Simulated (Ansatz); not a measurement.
## Computed scan of one atom of the cell: HfO2 (tetragonal-ZrO2 type, space group P4_2/nmc)

HfO₂ (tetragonal-ZrO2 type, space group P4_2/nmc)

```
HfO2
1.0
    3.56707     0.00000     0.00000
    0.00000     3.56707     0.00000
    0.00000     0.00000     5.16595
Hf O
2 4
Direct
  0.00000   0.00000   0.00000
  0.50000   0.50000   0.50000
  0.00000   0.50000   0.20010
  0.00000   0.50000   0.70010
  0.50000   0.00000   0.29990
  0.50000   0.00000   0.79990
```

In each cell atom 6 (O, nearest neighbour Hf at 2.061 Å; its periodic images, 3.6 Å or more away, move with it) moves by s·(0.707, 0.707, 0.000) (along Cartesian [110]), the rest being held.

Computed with PBEsol (plane waves to 420 eV, PAW, scalar-relativistic; Ansatz, a first-principles code). k mesh 8×8×5 (Γ-centred), Fermi-Dirac smearing 0.05 eV. Energies are smeared free energies. Left out: 4 of 11 points, with atoms too close for the PAW data. F⊥ is the part of the force across the line. HfO2 is run without spin polarisation. HfO2 was relaxed with its symmetry unable to fall. Spin-orbit coupling is left out, though Hf is heavy. This is a high-temperature form of HfO2. ΔE is measured from the undisplaced structure.

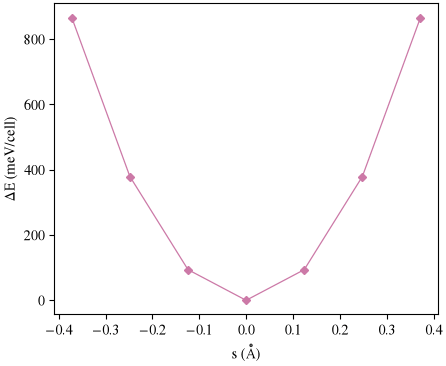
Figure: ΔE (meV/cell) against s (Å); one marker a computed point.

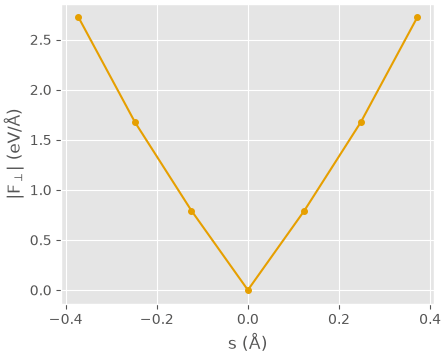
|F⊥| (eV/Å) against s (Å); computed points joined by lines.

The energy at s = 0.372 Å is 866 meV/cell and the force constant k = d²E/ds² at s = 0 (finite differences) is 12.2 eV/Å². Harmonic estimate at the end of the scan: ½ks² = 843 meV/cell against the computed 866 meV/cell, so the well is close to harmonic there. Symmetry of the curve: even: the same for both signs. Shape of the curve: a single well with its minimum at or next to zero displacement.

With its periodic images moving along, the atom's site symmetry in this cell is mm2.

(A displaced cell: forces are minus the slopes of the energy, force constants its curvatures, and phonons follow from these.)
